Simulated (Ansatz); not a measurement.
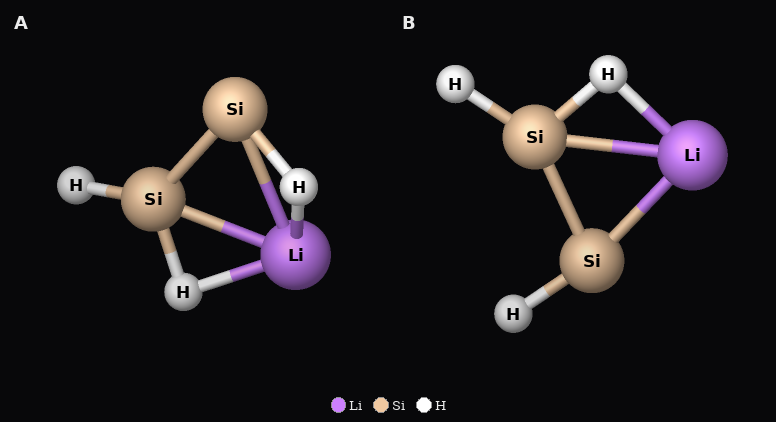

2 stationary structures of one formula. Geometries: PBE-D4/def2-SVP. Electronic energies: PBE-D4/def2-SVP (Ansatz 0.2.0), without zero-point energy. No frequency run is at hand to confirm each as a minimum.

Question: Which structure is the most stable?

Answer: B is lowest (Cs); A lies 0.009 eV above it (C1).
